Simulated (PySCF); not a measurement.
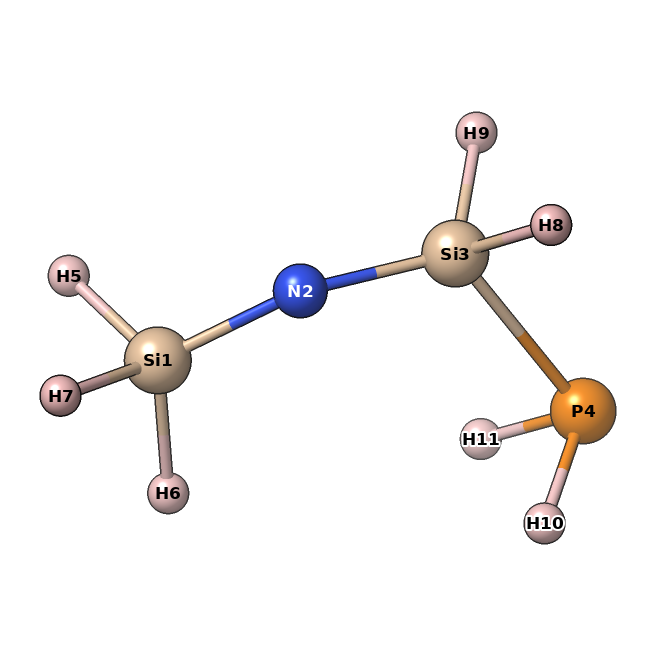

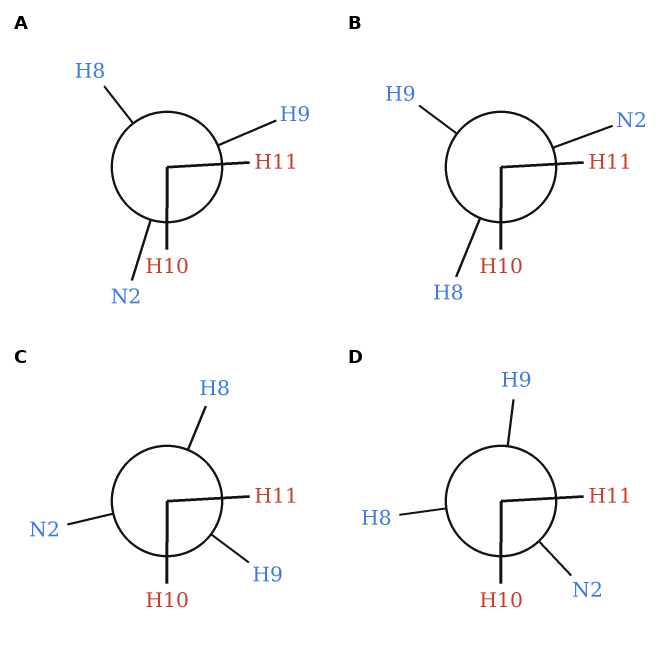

Distant atoms are faded towards the background colour. Bonds that would overlap in a projection are set slightly apart. The species has charge −1 and is a spin singlet. The computed structure is the end point of a PBE0-D3(BJ)/def2-SVP optimisation. No frequency run is at hand to confirm it as a minimum.

Which Newman projection shows the view along P4–Si3, with P4 in front?

Answer. D. The torsion angle H10–P4–Si3–N2 is −43°, synclinal (gauche).
